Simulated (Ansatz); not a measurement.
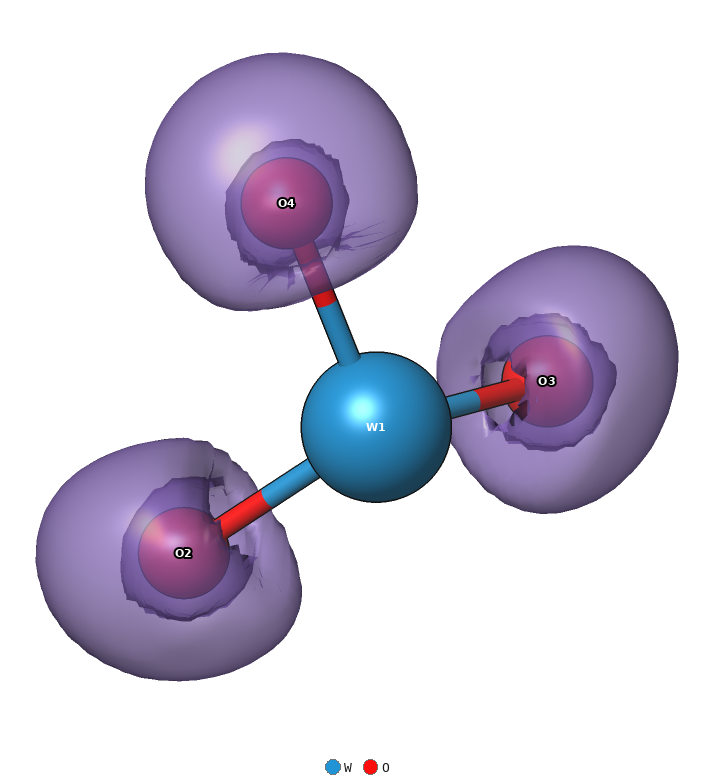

O3W. Isosurface of the electron localisation function at 0.75 (purple), seen at a tilt. Core shells and regions of very low density are left out.

Geometry: PBE0-D4/def2-TZVP; core potentials replace the inner electrons of W.

Computed with RKS PBE0-D4/def2-TZVP (Ansatz).

```tsv
atom	x (Å)	y (Å)	z (Å)
W	0.4143	-0.2197	-0.0261
O	0.5036	1.1681	0.9786
O	-0.7992	-1.2460	0.6201
O	-0.1187	0.2976	-1.5725
```

Question: Identify the bonds, lone pairs and shells in this picture.

Answer: The ELF exceeds this value in three regions wrapped around O (the valence shell of each). Along the contacts the grid gives the following. W–O (1.72 Å): the ELF peaks at about 0.80 in the valence shell of O, 0.5 Å from its nucleus, and drops to about 0.35 between the two atoms.
